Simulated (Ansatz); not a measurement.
# The cluster K3O+: one molecule under many settings

Aim: run the cluster K3O+ under a spread of inputs, and see what each costs and gives.

Computed with Ansatz 0.2.0, Gaussian basis. Level: the settings change from run to run.

1 further run of the same task is left out (set aside as unsound or not needed). Runs told in other sessions of the task aren't counted.

### 1 The molecule

The structure was relaxed beforehand with r2SCAN-D4 in a triple-zeta def2 set.

4 atoms, charge 1, spin multiplicity 1.

Atoms are counted from 1 here; the program's logs count them from 0.

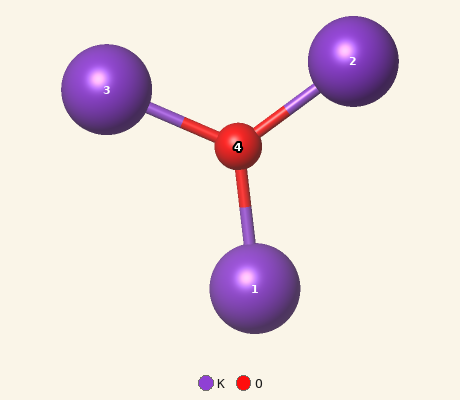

The geometry (potassium purple, oxygen red); atoms are numbered from 1 in the order of the file.

### 2 B2PLYP/def2-SVPD

This run has relativity set to scalar.

The input, in.yaml:

```yaml
crystal:
  periodic: [false, false, false]
  atoms:
    - {symbol: K, position_ang: [-1.722892, 1.597231, 0.228666]}
    - {symbol: K, position_ang: [-0.401688, -2.257527, 0.561317]}
    - {symbol: K, position_ang: [2.124904, 0.660734, -0.788335]}
    - {symbol: O, position_ang: [-0.000314, -0.000438, -0.001658]}
basis:
  gaussian: {orbitals: def2-SVPD}
total_charge: 1
hamiltonian: {xc: {name: B2PLYP}, pseudopotentials: {relativity: scalar}}
output: {forces: true}
```

Launch:

```console
$ ansatz run in.yaml --threads 4 --pin off --events-out ev --progress --plain --max-ram 3916MiB
```

What it wrote, cut to the lines that bear on the results:

```text
Functional definition: B2PLYP
  name "B2PLYP"
  cite "Grimme, J. Chem. Phys. 124, 034108 (2006) doi:10.1063/1.2148954"
  cite "Becke, Phys. Rev. A 38, 3098 (1988) doi:10.1103/PhysRevA.38.3098"
  cite "Lee, Yang & Parr, Phys. Rev. B 37, 785 (1988) doi:10.1103/PhysRevB.37.785"
[...]
998 factors; integrals over basis functions are off by at most 3.7e-4 eV
[...]
mean field -51155.30400019 eV, -1879.9227476964 hartree, gradient 5.4e-6 eV, S^2 0.000000; 0 other end points of the search recorded, 0 dependent functions left out
16 core orbitals not correlated: weight in the atoms' cores, before any rotation towards them, 1.000 or more for the frozen orbitals, at most 0.000 for the correlated occupied ones
reference -51155.30419640 eV, -1879.9227549072 hartree; 16, 16 occupied and 72, 72 virtual orbitals, 998 factors
second order -13.52367305 eV of doubles, -0.00000000 eV of singles
[...]
Total energy: -51158.95558812 eV, -1880.0569410780 hartree
Relativity: scalar
Atom 0 at    -1.722892     1.597231     0.228666 Å, force    -0.179676     0.166338     0.023101 eV/Å
Atom 1 at    -0.401688    -2.257527     0.561317 Å, force    -0.041786    -0.235698     0.057767 eV/Å
Atom 2 at     2.124904     0.660734    -0.788335 Å, force     0.221380     0.068487    -0.082854 eV/Å
Atom 3 at    -0.000314    -0.000438    -0.001658 Å, force     0.000081     0.000873     0.001987 eV/Å
Dipole moment:     0.000561     0.000771     0.002904 e Å
```

Run time: 7 s. Hardware: 4 threads of Arm Neoverse V1, shared host.

Largest force 0.246 eV/Å.

### 3 B3LYP/def2-TZVP

Options: multiplicity 3, restricted open-shell orbitals, a point charge of 0.50 e beside it.

in.yaml, as its differences from that of step 2:

```diff
@@ -8,5 +8,5 @@
 basis:
-  gaussian: {orbitals: def2-SVPD}
+  gaussian: {orbitals: def2-TZVP, point_charges: [{charge: 0.50, position_ang: [5.770, 0.687, -0.280]}]}
 total_charge: 1
-hamiltonian: {xc: {name: B2PLYP}, pseudopotentials: {relativity: scalar}}
-output: {forces: true}
+magnetization: {spin_polarized: false, initial_magnetization: 2}
+hamiltonian: {xc: {name: B3LYP}}
```

The command is unchanged.

What it wrote, cut to the lines that bear on the results:

```text
Functional definition: B3LYP
  name "B3LYP"
  cite "Stephens, Devlin, Chabalowski & Frisch, J. Phys. Chem. 98, 11623 (1994) doi:10.1021/j100096a001"
  cite "Becke, Phys. Rev. A 38, 3098 (1988) doi:10.1103/PhysRevA.38.3098"
  cite "Lee, Yang & Parr, Phys. Rev. B 37, 785 (1988) doi:10.1103/PhysRevB.37.785"
  cite "Vosko, Wilk & Nusair, Can. J. Phys. 58, 1200 (1980) doi:10.1139/p80-159"
[...]
1172 factors; integrals over basis functions are off by at most 5.6e-4 eV
[...]
mean field -51017.59546233 eV, -1874.8620522725 hartree, gradient 6.9e-6 eV, S^2 2.000000; 11 other end points of the search recorded, 0 dependent functions left out
reference -51017.59570416 eV, -1874.8620611594 hartree; 33, 31 occupied and 97, 99 virtual orbitals, 1172 factors
Total energy: -51017.59570416 eV, -1874.8620611594 hartree
```

Wall time 47 s (4 threads of Arm Neoverse V1, shared host).

### 4 BHLYP/def2-TZVPD

in.yaml, as its differences from that of step 3:

```diff
@@ -8,5 +8,4 @@
 basis:
-  gaussian: {orbitals: def2-TZVP, point_charges: [{charge: 0.50, position_ang: [5.770, 0.687, -0.280]}]}
+  gaussian: {orbitals: def2-TZVPD}
 total_charge: 1
-magnetization: {spin_polarized: false, initial_magnetization: 2}
-hamiltonian: {xc: {name: B3LYP}}
+hamiltonian: {xc: {name: BHLYP}}
```

The command is unchanged.

What it wrote:

```text
Functional definition: BHLYP
  name "BHLYP"
  cite "Becke, J. Chem. Phys. 98, 1372 (1993) doi:10.1063/1.464304"
  cite "Becke, Phys. Rev. A 38, 3098 (1988) doi:10.1103/PhysRevA.38.3098"
  cite "Lee, Yang & Parr, Phys. Rev. B 37, 785 (1988) doi:10.1103/PhysRevB.37.785"
  parameter a = 0.5
  exchange = (1 - a)*b88_x + a*exact_x
  correlation = lyp_c
1437 factors; their error is unknown
mean field evaluation 1: about -50985.4271 eV, gradient 1.3e2 eV
mean field evaluation 2: about -50771.8383 eV, gradient 1.9e2 eV
mean field evaluation 4: about -51012.6378 eV, gradient 5.4e1 eV
mean field evaluation 8: about -51018.6228 eV, gradient 9.7e-2 eV
mean field evaluation 16: about -51019.2009 eV, gradient 2.7e-4 eV
mean field -51019.20088148 eV, -1874.9210503378 hartree, gradient 1.9e-5 eV, S^2 0.000000; 0 other end points of the search recorded, 0 dependent functions left out
reference -51019.20107352 eV, -1874.9210573955 hartree; 32, 32 occupied and 116, 116 virtual orbitals, 1437 factors
Total energy: -51019.20107352 eV, -1874.9210573955 hartree
```

It took 2.7 s on 4 threads of Arm Neoverse V1, shared host.

### 5 wB97/6-31G*

This run has multiplicity 3.

in.yaml, as its differences from that of step 4:

```diff
@@ -8,4 +8,6 @@
 basis:
-  gaussian: {orbitals: def2-TZVPD}
+  gaussian: {orbitals: "6-31G*"}
 total_charge: 1
-hamiltonian: {xc: {name: BHLYP}}
+magnetization: {spin_polarized: true, initial_magnetization: 2}
+hamiltonian: {xc: {name: wB97}}
+output: {forces: true}
```

Same command.

What it wrote, cut to the lines that bear on the results:

```text
Functional definition: wB97
  name "wB97"
  cite "Chai & Head-Gordon, J. Chem. Phys. 128, 084106 (2008) doi:10.1063/1.2834918"
  cite "Becke, J. Chem. Phys. 107, 8554 (1997) doi:10.1063/1.475007"
[...]
  # The coefficients of nought are those of the uniform gas.
[...]
      + integral(e_c_pw_opposite_spin*poly(b97_u_opposite, 1, cos1, cos2, cos3, cos4))
1293 factors; their error is unknown
508 factors; integrals over basis functions are off by at most 4.2e-5 eV
[...]
mean field -51014.04449790 eV, -1874.7315567364 hartree, gradient 3.3e-7 eV, S^2 2.003684; 6 other end points of the search recorded, 0 dependent functions left out
[...]
reference -51014.04449502 eV, -1874.7315566306 hartree; 33, 31 occupied and 87, 89 virtual orbitals, 1293 factors
Total energy: -51014.04449502 eV, -1874.7315566306 hartree
Atom 0 at    -1.722892     1.597231     0.228666 Å, force    -0.643469     0.596822     0.086109 eV/Å
Atom 1 at    -0.401688    -2.257527     0.561317 Å, force    -0.150031    -0.843241     0.210424 eV/Å
Atom 2 at     2.124904     0.660734    -0.788335 Å, force     0.793833     0.247062    -0.293792 eV/Å
Atom 3 at    -0.000314    -0.000438    -0.001658 Å, force    -0.000333    -0.000643    -0.002741 eV/Å
Dipole moment:     0.000789    -0.001524    -0.002936 e Å
```

It took 61 s on 4 threads of Arm Neoverse V1, shared host; peak memory 0.77 GiB.

Largest force 0.882 eV/Å, ⟨S²⟩ 2.004.

### 6 All runs side by side

```
           level  charge  multiplicity               geometry  functions  energy (eV)   time
B2PLYP/def2-SVPD       1             1                relaxed        104   -51158.956    7 s
 B3LYP/def2-TZVP       1             3  relaxed, point charge        130   -51017.596   47 s
BHLYP/def2-TZVPD       1             1                relaxed        148   -51019.201  2.7 s
     wB97/6-31G*       1             3                relaxed        120   -51014.044   61 s
```

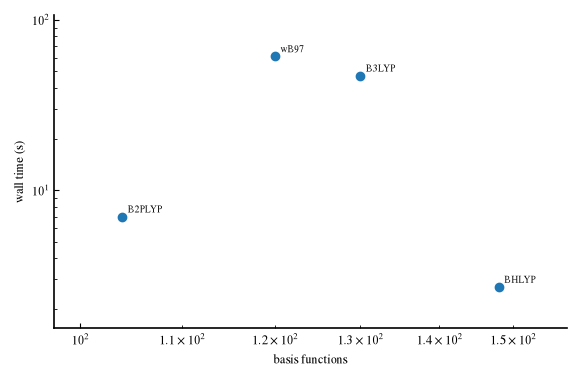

Wall time against the number of basis functions (shared host).

### 7 Outcome

| quantity | value |
| --- | --- |
| runs | 4 |
| quickest | BHLYP/def2-TZVPD, 2.7 s |
| slowest | wB97/6-31G*, 61 s |
| spread of total energies, same state and geometry | 139.8 eV |

In words: Run time spans a factor of 23, from BHLYP/def2-TZVPD to wB97/6-31G*. The jobs differ in tasks and options as well as level. The totals spread over 140 eV; they can't be compared across methods or bases. Some of these runs are scalar-relativistic and others not, which shifts the totals of all-electron atoms past neon by several eV an atom and more; core potentials, where a basis has them, take the core out of the total altogether. At the r2SCAN-D4/def2-TZVP geometry and in the same state, the sound runs without point charges leave forces up to 0.25 eV/Å (B2PLYP/def2-SVPD).
